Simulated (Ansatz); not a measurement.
# C2H3Cl3Si: from a rough start to a minimum

Aim: relax C2H3Cl3Si from a cheap starting geometry, check the end point by its vibrations and derive ideal-gas thermochemistry, and look at its orbitals and charge.

Method: RKS PBE0-D4/def2-TZVP; program: Ansatz 0.2.0, Gaussian basis.

Levels to be run: relaxation at PBE-D4/def2-SVP; relaxation at PBE0-D4/def2-TZVP; harmonic vibrations at the same level; a single point in def2-TZVPP for the fields.

### Step 1. Starting geometry

SMILES `C=C[Si](Cl)(Cl)Cl`, 9 atoms, charge 0, spin multiplicity 1.

Atoms are counted from 1 here; the program's logs count them from 0.

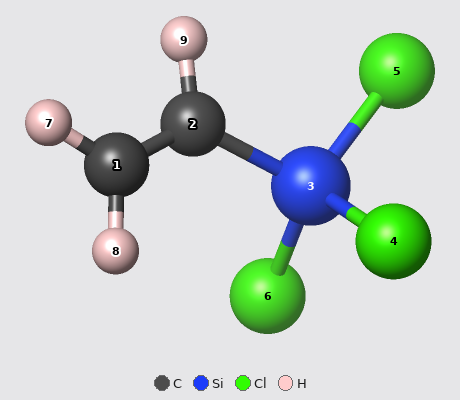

The starting geometry (carbon dark grey, silicon blue, chlorine green, hydrogen pink); atoms are numbered from 1 in the order of the file.

The start is a force-field geometry with small random shifts, so a cheaper pass at PBE-D4/def2-SVP comes first.

### Step 2. Optimising with PBE-D4/def2-SVP (cheap first pass)

in.yaml reads:

```yaml
crystal:
  periodic: [false, false, false]
  atoms:
    - {symbol: C, position_ang: [-0.534100, -0.104600, 1.511800]}
    - {symbol: C, position_ang: [0.381000, -0.103400, 0.570400]}
    - {symbol: Si, position_ang: [0.184200, 0.068000, -1.237500]}
    - {symbol: Cl, position_ang: [-0.914200, -1.403500, -1.902700]}
    - {symbol: Cl, position_ang: [2.059000, -0.094900, -2.073500]}
    - {symbol: Cl, position_ang: [-0.590900, 1.894400, -1.631200]}
    - {symbol: H, position_ang: [-0.315500, -0.172700, 2.558200]}
    - {symbol: H, position_ang: [-1.593000, 0.104400, 1.245200]}
    - {symbol: H, position_ang: [1.412000, -0.234000, 0.942100]}
basis:
  gaussian: {orbitals: def2-SVP}
hamiltonian: {xc: pbe, dispersion: d4}
relax: {f_tol: 0.03, max_steps: 200}
```

Command:

```console
ansatz run in.yaml --threads 4 --pin off --events-out ev --progress --plain --max-ram 10444MiB
```

The log of the run, cut to the lines that bear on the results:

```text
Functional definition: PBE
  name "PBE"
  cite "Perdew, Burke & Ernzerhof, Phys. Rev. Lett. 77, 3865 (1996) doi:10.1103/PhysRevLett.77.3865"
  parent pbe
[...]
1271 factors; their error is unknown
[...]
mean field -47533.66712313 eV, -1746.8300472983 hartree, gradient 3.2e-5 eV, S^2 0.000000; 0 other end points of the search recorded, 0 dependent functions left out
[...]
reference -47533.66715439 eV, -1746.8300484470 hartree; 40, 40 occupied and 75, 75 virtual orbitals, 1271 factors
relax step   1: F+E_penalty+E_count = -47534.01614188 eV  Δ(F+E_penalty+E_count) = +0.000e0 eV  max|allowed force component| = 2.389e0 eV/Å  Δτ_max = 0.0000 Å  (29 SCF iters, accepted)
[...]
relax step   6: F+E_penalty+E_count = -47534.30915606 eV  Δ(F+E_penalty+E_count) = -1.305e-2 eV  max|allowed force component| = 3.398e-1 eV/Å  Δτ_max = 0.1274 Å  (29 SCF iters, accepted)
[...]
relax step  11: F+E_penalty+E_count = -47534.36029537 eV  Δ(F+E_penalty+E_count) = -1.257e-2 eV  max|allowed force component| = 3.743e-1 eV/Å  Δτ_max = 0.1990 Å  (28 SCF iters, accepted)
[...]
relax step  16: F+E_penalty+E_count = -47534.41221021 eV  Δ(F+E_penalty+E_count) = -5.135e-3 eV  max|allowed force component| = 7.839e-2 eV/Å  Δτ_max = 0.0974 Å  (29 SCF iters, accepted)
[...]
relax step  20: F+E_penalty+E_count = -47534.41523301 eV  Δ(F+E_penalty+E_count) = +6.278e-5 eV  max|allowed force component| = 3.143e-2 eV/Å  Δτ_max = 0.0099 Å  (31 SCF iters, rejected (line search))
[...]
relax step  21: F+E_penalty+E_count = -47534.41543911 eV  Δ(F+E_penalty+E_count) = -1.433e-4 eV  max|allowed force component| = 3.967e-3 eV/Å  Δτ_max = 0.0044 Å  (33 SCF iters, accepted)
1271 factors; their error is unknown
mean field -47534.07297800 eV, -1746.8449621897 hartree, gradient 1.8e-5 eV, S^2 0.000000; 1 other end points of the search recorded, 0 dependent functions left out
[...]
reference -47534.07300989 eV, -1746.8449633616 hartree; 40, 40 occupied and 75, 75 virtual orbitals, 1271 factors
Total energy: -47534.41547100 eV, -1746.8575485752 hartree
Atom 0 at    -0.479713    -0.389433     1.496089 Å, force     0.000664     0.000309     0.002151 eV/Å
Atom 1 at     0.377178     0.216656     0.651580 Å, force    -0.003967    -0.002637    -0.003385 eV/Å
Atom 2 at     0.205142     0.170407    -1.194141 Å, force     0.001219     0.000818     0.002853 eV/Å
Atom 3 at    -1.461725    -0.924815    -1.743433 Å, force     0.000499     0.000192     0.000251 eV/Å
Atom 4 at     1.880495    -0.687094    -2.050748 Å, force     0.000234    -0.000532    -0.001193 eV/Å
Atom 5 at     0.023179     2.087734    -1.946881 Å, force    -0.000496     0.000383    -0.001070 eV/Å
Atom 6 at    -0.346128    -0.340733     2.590111 Å, force    -0.000539    -0.000490     0.000403 eV/Å
Atom 7 at    -1.349344    -0.958753     1.126508 Å, force     0.000235     0.000495    -0.000854 eV/Å
Atom 8 at     1.239416     0.779731     1.053717 Å, force     0.002151     0.001463     0.000844 eV/Å
Dipole moment:    -0.008278    -0.021726     0.431754 e Å
```

Run time: 24 s. Hardware: 4 threads of Arm Neoverse V2, shared host.

The steps of the relaxation: (the energy doesn't fall at every step)

```csv
step,energy from step 1 (eV),largest force component (eV/Å)
1,0.0000,2.3888
2,-0.2070,1.3490
3,-0.2134,1.5124
4,-0.2561,0.8970
5,-0.2800,0.7259
6,-0.2930,0.3398
7,-0.3138,0.0866
8,-0.3183,0.0374
9,-0.3283,0.0526
10,-0.3316,0.0495
11,-0.3442,0.3743
12,-0.3545,0.4289
13,-0.3817,0.0845
14,-0.3700,0.2483
15,-0.3909,0.0511
16,-0.3961,0.0784
17,-0.3949,0.1928
18,-0.3985,0.0106
19,-0.3992,0.0385
20,-0.3991,0.0314
21,-0.3993,0.0040
```

The force was under the threshold of 0.03 eV/Å already at step 18, but the program went on to step 21.

Close pairs (by a distance rule), those that changed most:

```csv
bond,before (Å),after (Å),change (Å)
Si3–Cl4,1.953,2.069,+0.116
Si3–Cl6,2.023,2.068,+0.045
C1–C2,1.313,1.347,+0.034
C1–H7,1.071,1.103,+0.032
C2–Si3,1.827,1.854,+0.028
Si3–Cl5,2.059,2.068,+0.009
C1–H8,1.112,1.103,-0.009
C2–H9,1.104,1.106,+0.002
```

### Step 3. Optimising with PBE0-D4/def2-TZVP

in.yaml reads:

```yaml
crystal:
  periodic: [false, false, false]
  atoms:
    - {symbol: C, position_ang: [-0.479713, -0.389433, 1.496089]}
    - {symbol: C, position_ang: [0.377178, 0.216656, 0.651580]}
    - {symbol: Si, position_ang: [0.205142, 0.170407, -1.194141]}
    - {symbol: Cl, position_ang: [-1.461725, -0.924815, -1.743433]}
    - {symbol: Cl, position_ang: [1.880495, -0.687094, -2.050748]}
    - {symbol: Cl, position_ang: [0.023179, 2.087734, -1.946881]}
    - {symbol: H, position_ang: [-0.346128, -0.340733, 2.590111]}
    - {symbol: H, position_ang: [-1.349344, -0.958753, 1.126508]}
    - {symbol: H, position_ang: [1.239416, 0.779731, 1.053717]}
basis:
  gaussian: {orbitals: def2-TZVP}
hamiltonian: {xc: pbe0, dispersion: d4}
relax: {f_tol: 0.005, max_steps: 150}
```

Launched as before.

The log of the run, cut to the lines that bear on the results:

```text
Functional definition: PBE0
  name "PBE0"
  cite "Adamo & Barone, J. Chem. Phys. 110, 6158 (1999) doi:10.1063/1.478522"
  cite "Perdew, Burke & Ernzerhof, Phys. Rev. Lett. 77, 3865 (1996) doi:10.1103/PhysRevLett.77.3865"
  parent pbe
[...]
1564 factors; their error is unknown
[...]
mean field -47556.39333231 eV, -1747.6652200811 hartree, gradient 1.7e-5 eV, S^2 0.000000; 0 other end points of the search recorded, 0 dependent functions left out
[...]
reference -47556.39336422 eV, -1747.6652212539 hartree; 40, 40 occupied and 188, 188 virtual orbitals, 1564 factors
relax step   1: F+E_penalty+E_count = -47556.68843155 eV  Δ(F+E_penalty+E_count) = +0.000e0 eV  max|allowed force component| = 5.976e-1 eV/Å  Δτ_max = 0.0000 Å  (28 SCF iters, accepted)
[...]
Total energy: -47556.74902977 eV, -1747.6782917218 hartree
Atom 0 at    -0.472610    -0.383942     1.480974 Å, force    -0.000222    -0.000146     0.001500 eV/Å
Atom 1 at     0.370425     0.212241     0.644617 Å, force    -0.001250    -0.000913     0.000018 eV/Å
Atom 2 at     0.200871     0.167144    -1.183365 Å, force     0.000595     0.000296     0.000760 eV/Å
Atom 3 at    -1.437071    -0.908973    -1.735762 Å, force     0.000927     0.000634     0.000208 eV/Å
Atom 4 at     1.853143    -0.675510    -2.026103 Å, force     0.000108    -0.000751    -0.000278 eV/Å
Atom 5 at     0.023644     2.056734    -1.923844 Å, force    -0.000713     0.000365    -0.000177 eV/Å
Atom 6 at    -0.337853    -0.334022     2.557140 Å, force     0.000159     0.000086    -0.000287 eV/Å
Atom 7 at    -1.330523    -0.945376     1.125182 Å, force    -0.000060     0.000040    -0.000751 eV/Å
Atom 8 at     1.218474     0.765406     1.043964 Å, force     0.000455     0.000390    -0.000993 eV/Å
Dipole moment:    -0.017970    -0.028650     0.443456 e Å
```

Wall time 33 s (4 threads of Arm Neoverse V2, shared host); peak memory 0.8 GiB.

Step by step:

```csv
step,energy from step 1 (eV),largest force component (eV/Å)
1,0.0000,0.5976
2,-0.0581,0.1508
3,-0.0603,0.0758
4,-0.0602,0.0901
5,-0.0604,0.0128
6,-0.0606,0.0122
7,-0.0606,0.0015
```

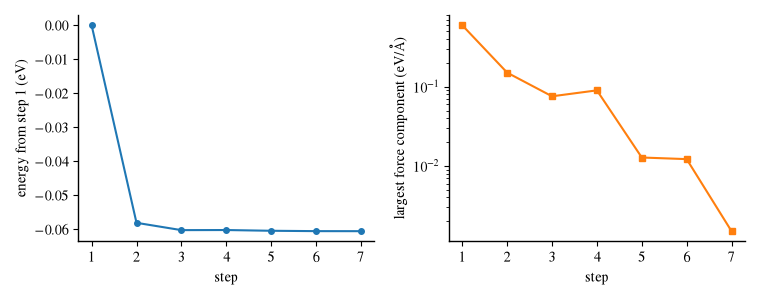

Energy and largest force along the relaxation.

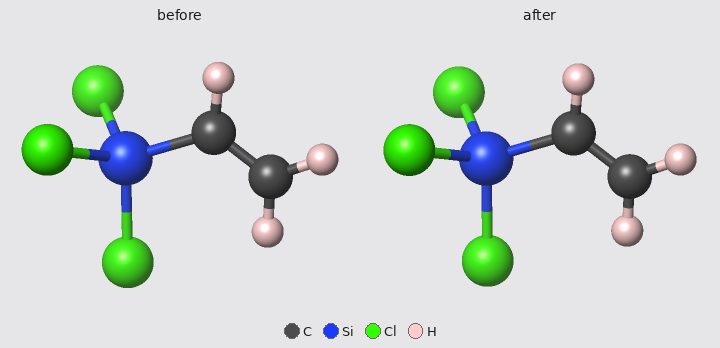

Before and after, at one scale.

Distances of close pairs at the start and the end, largest changes first:

```csv
bond,before (Å),after (Å),change (Å)
Si3–Cl4,2.069,2.036,-0.033
Si3–Cl5,2.068,2.037,-0.031
Si3–Cl6,2.068,2.037,-0.031
C1–C2,1.347,1.329,-0.018
C2–Si3,1.854,1.836,-0.018
C1–H8,1.103,1.085,-0.018
C1–H7,1.103,1.086,-0.018
C2–H9,1.106,1.088,-0.017
```

Mulliken charges of the relaxed molecule (report file):

```csv
atom,value (e)
C1,-0.22
C2,-0.27
Si3,0.66
Cl4,-0.19
Cl5,-0.20
Cl6,-0.20
H7,0.14
H8,0.14
H9,0.14
```

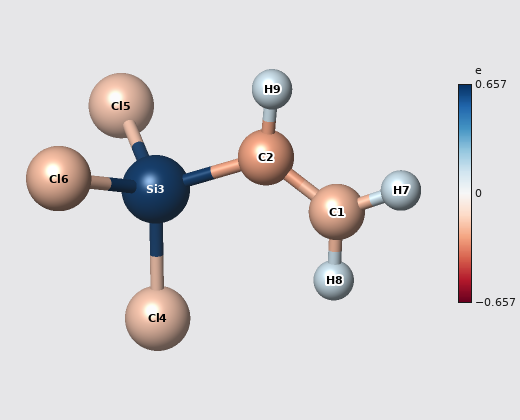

Mulliken charges of the relaxed molecule (report file), as colours on the atoms.

### Step 4. Force constants and modes

in.yaml reads:

```yaml
crystal:
  periodic: [false, false, false]
  atoms:
    - {symbol: C, position_ang: [-0.472610, -0.383942, 1.480974]}
    - {symbol: C, position_ang: [0.370425, 0.212241, 0.644617]}
    - {symbol: Si, position_ang: [0.200871, 0.167144, -1.183365]}
    - {symbol: Cl, position_ang: [-1.437071, -0.908973, -1.735762]}
    - {symbol: Cl, position_ang: [1.853143, -0.675510, -2.026103]}
    - {symbol: Cl, position_ang: [0.023644, 2.056734, -1.923844]}
    - {symbol: H, position_ang: [-0.337853, -0.334022, 2.557140]}
    - {symbol: H, position_ang: [-1.330523, -0.945376, 1.125182]}
    - {symbol: H, position_ang: [1.218474, 0.765406, 1.043964]}
basis:
  gaussian: {orbitals: def2-TZVP}
hamiltonian: {xc: pbe0, dispersion: d4}
phonons: {temperatures: {t_min: 298.15, t_max: 900, t_step: 200}}
```

The command is unchanged.

The log of the run, cut to the lines that bear on the results:

```text
Functional definition: PBE0
  name "PBE0"
  cite "Adamo & Barone, J. Chem. Phys. 110, 6158 (1999) doi:10.1063/1.478522"
  cite "Perdew, Burke & Ernzerhof, Phys. Rev. Lett. 77, 3865 (1996) doi:10.1103/PhysRevLett.77.3865"
  parent pbe
[...]
1564 factors; their error is unknown
[...]
mean field -47556.45067803 eV, -1747.6673274974 hartree, gradient 3.5e-5 eV, S^2 0.000000; 0 other end points of the search recorded, 0 dependent functions left out
[...]
reference -47556.45070964 eV, -1747.6673286592 hartree; 40, 40 occupied and 188, 188 virtual orbitals, 1564 factors
[...]
1564 factors; their error is unknown
mean field -47556.45050488 eV, -1747.6673211343 hartree, gradient 2.1e-6 eV, S^2 0.000000; 0 other end points of the search recorded, 0 dependent functions left out
[...]
reference -47556.45053649 eV, -1747.6673222961 hartree; 40, 40 occupied and 188, 188 virtual orbitals, 1564 factors
[...]
Atom 1 at     0.370425     0.212241     0.644617 Å, force    -0.001265    -0.000919    -0.000011 eV/Å
Atom 2 at     0.200871     0.167144    -1.183365 Å, force     0.000534     0.000256     0.000773 eV/Å
Atom 3 at    -1.437071    -0.908973    -1.735762 Å, force     0.000998     0.000681     0.000210 eV/Å
Atom 4 at     1.853143    -0.675510    -2.026103 Å, force     0.000103    -0.000733    -0.000274 eV/Å
Atom 5 at     0.023644     2.056734    -1.923844 Å, force    -0.000697     0.000353    -0.000174 eV/Å
Atom 6 at    -0.337853    -0.334022     2.557140 Å, force     0.000154     0.000086    -0.000316 eV/Å
Atom 7 at    -1.330523    -0.945376     1.125182 Å, force    -0.000117     0.000000    -0.000688 eV/Å
Atom 8 at     1.218474     0.765406     1.043964 Å, force     0.000459     0.000391    -0.000999 eV/Å
Dipole moment:    -0.017970    -0.028650     0.443456 e Å
Vibrations: 70.50 138.45 142.83 181.57 210.34 221.95 353.48 454.95 527.20 611.35 621.31 740.07 1016.20 1020.23 1030.70 1287.88 1441.24 1674.66 3143.43 3156.16 3232.39 cm⁻¹, zero-point energy 1.319000 eV
```

Run time: 2.8 min. Hardware: 4 threads of Arm Neoverse V2, shared host; peak memory 0.79 GiB.

Motions are named by where the mode's potential energy lies. Wavenumbers, unscaled:

```csv
mode,cm⁻¹,motion
1,71,torsion
2,138,bend
3,143,bend
4,182,bend with torsion
5,210,torsion with bend
6,222,bend
7,353,bend
8,455,Si–Cl stretch
9,527,torsion with Si–Cl stretch
10,611,Si–Cl stretch
11,621,Si–Cl stretch with torsion
12,740,Si–C stretch
13,1016,bend
14,1020,torsion with out-of-plane bend
15,1031,torsion
16,1288,bend
17,1441,bend
18,1675,C–C stretch
19,3143,C–H stretch
20,3156,C–H stretch
21,3232,C–H stretch
```

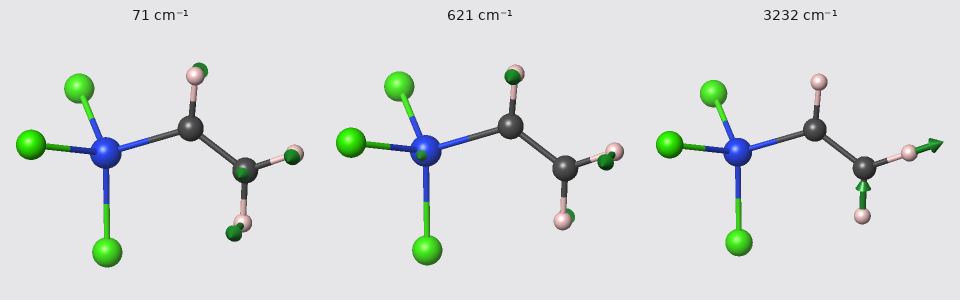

How the atoms move in 3 of the modes.

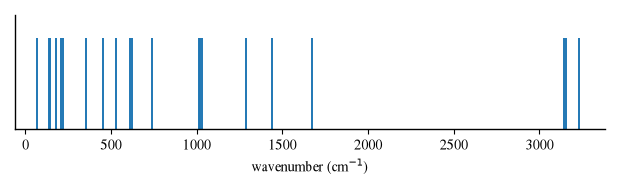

The harmonic wavenumbers as sticks (no intensities were computed).

Ideal gas, rigid rotor and harmonic oscillator at 298.15 K and 1 bar, with symmetry number 1:

```csv
term,value
zero-point energy,30.4 kcal/mol
H(298) − E,36.0 kcal/mol
"entropy, translation",172.3 J/(mol K)
"entropy, rotation",123.3 J/(mol K)
"entropy, vibration",83.5 J/(mol K)
"entropy, total",379.1 J/(mol K)
```

### Step 5. Fields at the relaxed geometry

in.yaml: that of step 4 with these lines changed.

```diff
@@ -13,4 +13,4 @@
 basis:
-  gaussian: {orbitals: def2-TZVP}
+  gaussian: {orbitals: def2-TZVPP}
 hamiltonian: {xc: pbe0, dispersion: d4}
-phonons: {temperatures: {t_min: 298.15, t_max: 900, t_step: 200}}
+output: {orbitals: {seedname: orbitals}}
```

The command is unchanged.

The log of the run:

```text
Functional definition: PBE0
  name "PBE0"
  cite "Adamo & Barone, J. Chem. Phys. 110, 6158 (1999) doi:10.1063/1.478522"
  cite "Perdew, Burke & Ernzerhof, Phys. Rev. Lett. 77, 3865 (1996) doi:10.1103/PhysRevLett.77.3865"
  parent pbe
  parameter a = 0.25
  parameter kappa = 0.804
  parameter beta = 0.06672455060314922
  exchange = (1 - a)*pbe_x(kappa = kappa, mu = beta*pi^2/3) + a*exact_x
  correlation = pbe_c(beta = beta)
1803 factors; their error is unknown
mean field evaluation 1: about -47550.7565 eV, gradient 4.9e1 eV
mean field evaluation 2: about -47548.5312 eV, gradient 5.5e1 eV
mean field evaluation 4: about -47556.3661 eV, gradient 2.2e0 eV
mean field evaluation 8: about -47556.3737 eV, gradient 5.2e-2 eV
mean field evaluation 16: about -47556.4859 eV, gradient 1.0e-4 eV
mean field -47556.48590125 eV, -1747.6686219270 hartree, gradient 2.7e-5 eV, S^2 0.000000; 0 other end points of the search recorded, 0 dependent functions left out
reference -47556.48593315 eV, -1747.6686230993 hartree; 40, 40 occupied and 232, 232 virtual orbitals, 1803 factors
Total energy: -47556.78425772 eV, -1747.6795863252 hartree
```

It took 3.9 s on 4 threads of Arm Neoverse V2, shared host; peak memory 0.99 GiB.

The fields below are evaluated on a grid from the run's orbitals.

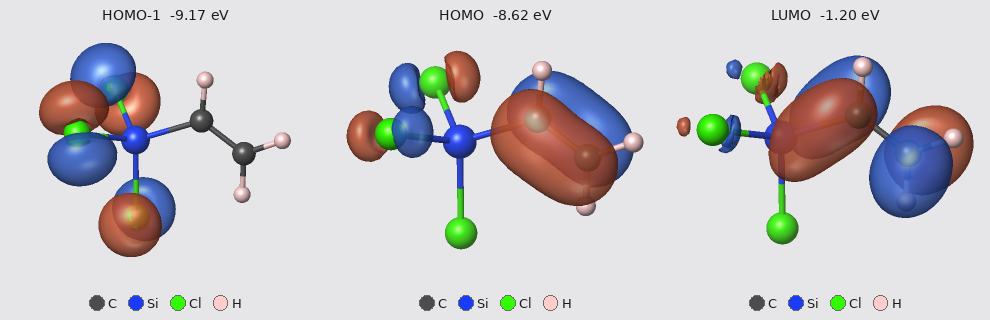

Frontier orbitals at PBE0-D4/def2-TZVPP; each surface holds 70 % of the orbital's density, blue and red mark the sign.

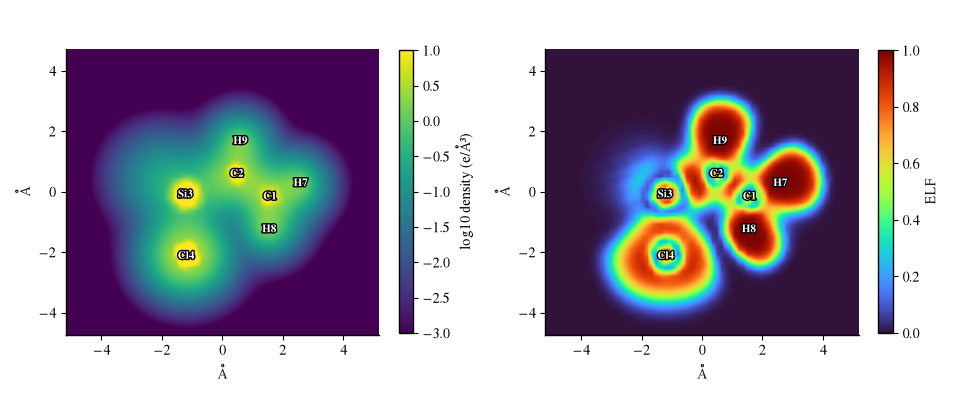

Density (left) and ELF (right) in a plane through or near 7 of the atoms.

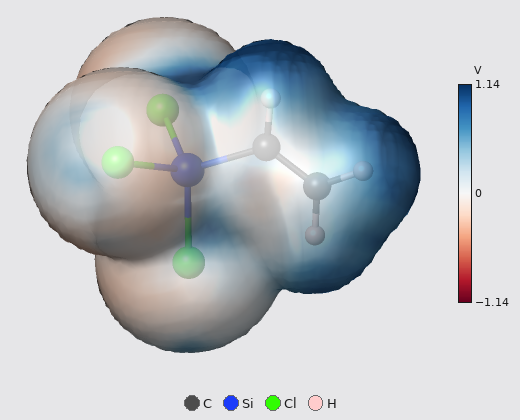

The potential that a unit positive charge feels on the 0.002 e/bohr³ surface, from -0.31 V near Cl5 to 1.14 V near H9.

### Step 6. What came out

| quantity | value |
| --- | --- |
| point group | Cs |
| steps | 21 + 7 |
| shift from the start (rms) | 0.655 Å |
| total energy | -47556.7490 eV |
| dispersion term | -298 meV |
| dipole moment | 2.14 D |
| lowest, highest wavenumber | 71, 3232 cm⁻¹ |
| zero-point energy | 30.4 kcal/mol |
| entropy at 298.15 K | 379.1 J/(mol K) |
| HOMO, LUMO | -8.62, -1.20 eV |

What this shows: The relaxed geometry lies 0.66 Å (rms) from the start; the bond that changed most is Si3–Cl4, from 1.953 to 2.036 Å. No mode is imaginary: a true minimum at this level. The stiffest mode, 3232 cm⁻¹, is a C–H stretch, and 4 modes under 200 cm⁻¹ make the vibrational entropy uncertain. Harmonic hybrid wavenumbers usually lie a few per cent above measured fundamentals. The largest Mulliken charge, +0.66 e, sits on Si3. The HOMO lies mostly on C1, C2 about 35 % each; Cl5, Cl6 about 8 % each and the LUMO on C1, C2 about 28 % each; Si3 11 %.
